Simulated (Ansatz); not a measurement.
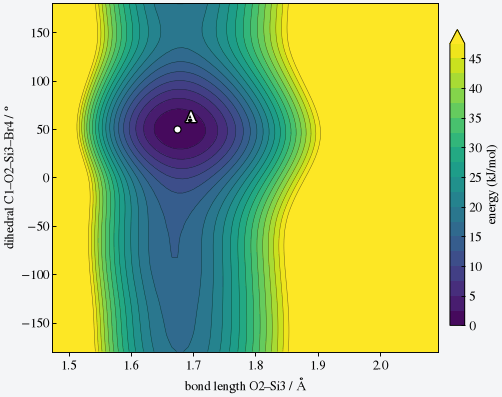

CH4BrOSi, SMILES CO[SiH]Br, spin multiplicity 2. 
- First axis: bond length O2–Si3. Second axis: dihedral C1–O2–Si3–Br4.
- Nothing is relaxed (all other coordinates rigid).
- Grid: 7 × 8 points.
- Points are written as (first, second).
- Energies are in kJ/mol, from the relaxed molecule at the same level.
- All numbers below come from UKS PBE-D4/def2-SVP in Ansatz.

In the figure: filled contours, one colour for all values above the top of the scale, the point A. Between grid points the surface is interpolated.

Find the lowest pass out of the well at A.

Answer. The easiest path leads from the well at (1.681 Å, 45°) to its copy one period on. Its highest point lies about 18 kJ/mol above the bottom of the first well on the interpolated surface, at about (1.68 Å, 150°). The start is the relaxed structure and all else is held, so a fully relaxed path at this level can only be lower.

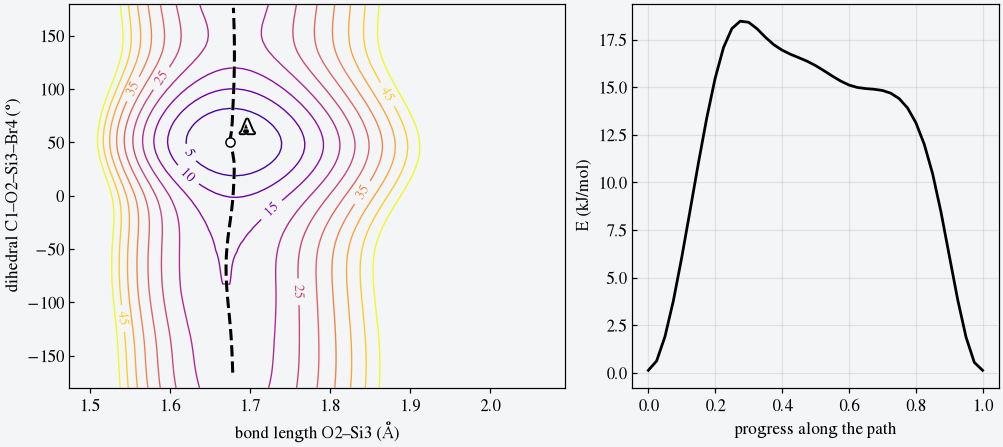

Drawn: contour lines labelled in kJ/mol (none above 50), a line along the lowest path, the energy along the path at the right. Between grid points the surface is interpolated.
